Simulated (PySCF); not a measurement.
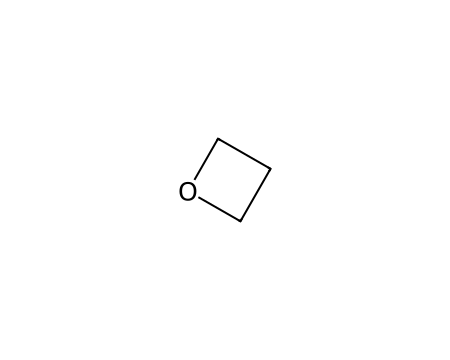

2D structure.

Question: Write the SMILES.

Answer: C1COC1

Question: Give the formula, hydrogens included.

Answer: C3H6O.

Question: An optimisation with PBE0-D3(BJ)/def2-SVP gave a structure of which point group?

Answer: Cs.

The parts below concern this one geometry. Atoms keep their numbers from picture to picture. The geometry was computed by an optimisation with PBE0-D3(BJ)/def2-SVP. No frequency run is at hand to confirm it as a minimum.

### Excitation

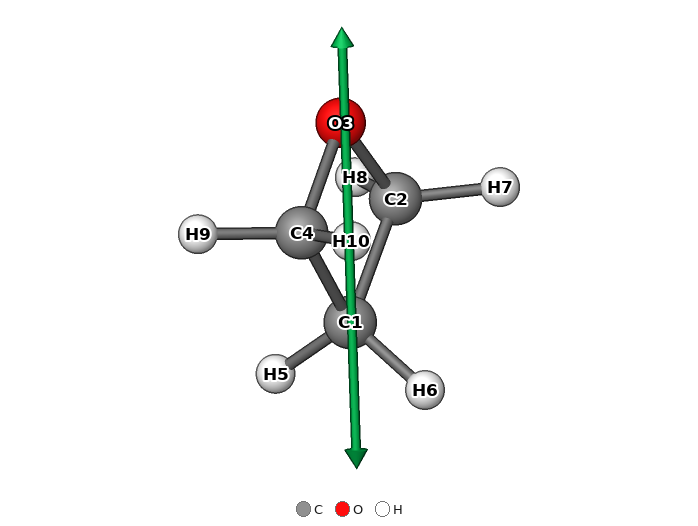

The double arrow shows the direction of the transition dipole to excited singlet state 6 (its length means nothing). No frequency run is at hand to confirm it as a minimum. Level of theory: TDDFT PBE0/def2-SVPD, vertical, gas phase, core orbitals frozen in the response (PySCF 2.14.0).

Question: How is the transition polarised?

Answer: Close to the long direction C1···O3.

Question: Give its energy, strength and character.

Answer: 8.51 eV (146 nm), oscillator strength 0.030, mainly HOMO−1 → LUMO (weight 0.93); transition dipole 0.96 D.

### NMR shielding

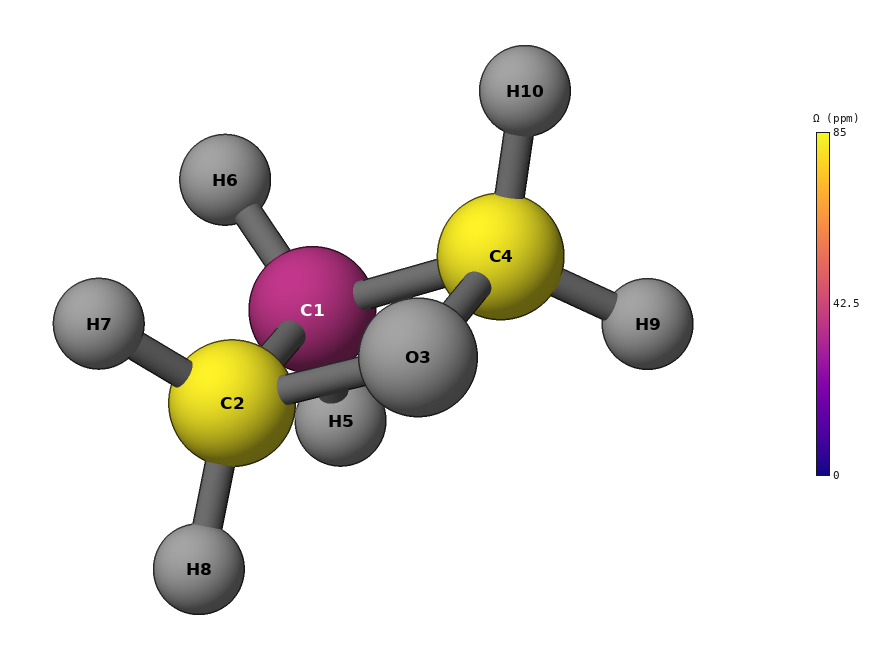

The C atoms are coloured by the span of their shielding tensor. No frequency run is at hand to confirm it as a minimum. Properties computed with GIAO PBE0/cc-pVDZ NMR shielding, non-relativistic, gas phase (PySCF 2.14.0). Principal shieldings σ11 ≤ σ22 ≤ σ33, span Ω = σ33 − σ11, skew κ = 3(σiso − σ22)/Ω.

Question: Which C atom has the most anisotropic shielding?

Answer: C2, C4, with a span of 82 ppm.

Give the shielding tensors of the C atoms.

```tsv
atom	σ11	σ22	σ33	σiso	Ω	κ
C1	157.1	170.0	194.6	173.9	37.5	0.31
C2, C4	99.0	105.0	180.8	128.3	81.8	0.85
```

Shieldings and span in ppm.

### Charges

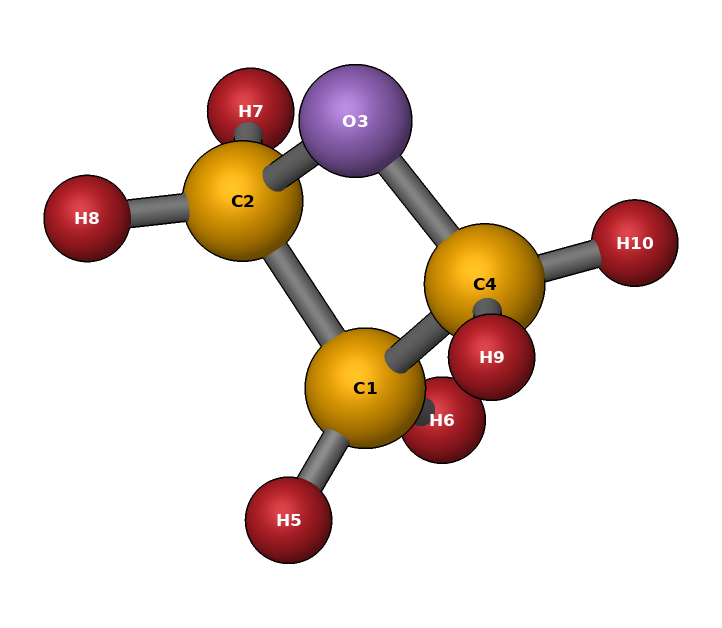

The questions are on Mulliken charges. No frequency run is at hand to confirm it as a minimum. Properties computed with PBE0/cc-pVDZ, gas phase (PySCF 2.14.0).

List the Mulliken charges.

| atom | value (e) |
| --- | --- |
| C1 | −0.17 |
| C2 | 0.14 |
| O3 | −0.35 |
| C4 | 0.14 |
| H5 | 0.05 |
| H6 | 0.05 |
| H7 | 0.03 |
| H8 | 0.04 |
| H9 | 0.04 |
| H10 | 0.03 |

Mulliken values depend strongly on the basis set and can even reverse the polarity of a bond.
